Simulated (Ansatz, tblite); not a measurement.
**C2H2Cl2Sn (SMILES C#[C][SnH]([Cl])[Cl]): the vertical ionisation energy, rung by rung**

C2H2Cl2Sn: 7 atoms, total charge 0, spin state singlet. As SMILES, `C#[C][SnH]([Cl])[Cl]`. Geometry: relaxed at PBE0-D4/def2-TZVP.

```tsv
atom	x (Å)	y (Å)	z (Å)
C	-1.6680	1.3497	0.3865
C	-0.7449	0.5924	0.2245
Sn	0.8338	-0.7045	-0.0253
Cl	0.1639	-2.3659	-1.4820
Cl	2.5402	0.4484	-1.0695
H	-2.4853	2.0209	0.5253
H	1.4216	-1.4090	1.3949
```

Quantity: the vertical ionisation energy (to the doublet cation), in eV. The values are calculated.

```tsv
level	kind	program	value (eV)	CPU time (all runs)
IPEA1-xTB	semi-empirical	tblite	15.20	under 2 s
HF/def2-SVP (core potential)	Hartree–Fock	Ansatz	10.00	42 s
SVWN5/def2-SVP (core potential)	LDA	Ansatz	10.31	35 s
PBE/def2-SVP (core potential)	GGA	Ansatz	10.17	83 s
PBE0/def2-SVP (core potential)	global hybrid	Ansatz	10.77	1.7 min
CAM-B3LYP/def2-SVP (core potential)	range-separated hybrid	Ansatz	11.06	1.7 min
RPA@PBE/def2-SVP (core potential)	RPA	Ansatz	9.94	2.6 min
MP2/def2-SVP (core potential)	perturbation theory	Ansatz	11.40	2 min
```

Spin-orbit coupling, which can split open shells on such heavy atoms by tenths of an eV, is left out. The values span 9.94 to 15.20 eV. The xTB values lack the empirical shift that such differences need. In the correlated wave-function rows the outer d shell of Sn is correlated, in sets not made for it. Times are those of the runs behind each value, whatever else they computed, on shared processors of several kinds: orders of magnitude only.

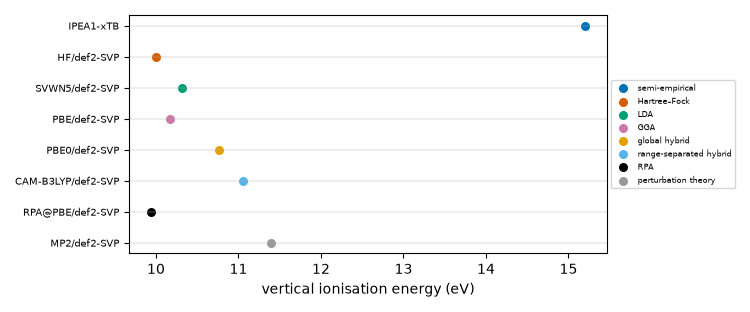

The values of the table, level by level.
